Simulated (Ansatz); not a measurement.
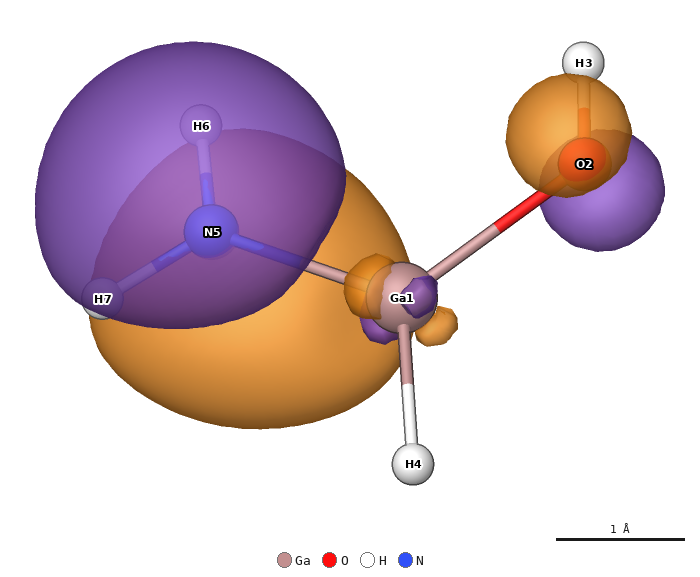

*GaH$_{4}$NO. The HOMO at ±0.1 Å⁻³ᐟ² (orange and purple are the two phases), seen at a tilt.*

Theory: RHF/def2-SVP in Ansatz.

```xyz
7

Ga   -0.0390    0.0543   -0.0472
O    -0.0562   -0.2616    1.7015
H    -0.8638   -0.4385    2.1547
H     1.3261    0.3501   -0.7325
N    -1.6219    0.0130   -0.9346
H    -2.5117   -0.1778   -0.5180
H    -1.7156    0.1792   -1.9168
```

Where does this orbital lie, and at what energy?

Its weight (Hirshfeld) is mainly on N5 (about 75 %) and Ga1 (about 10 %); it changes sign across the molecular plane (π type). Its energy is −10.78 eV.
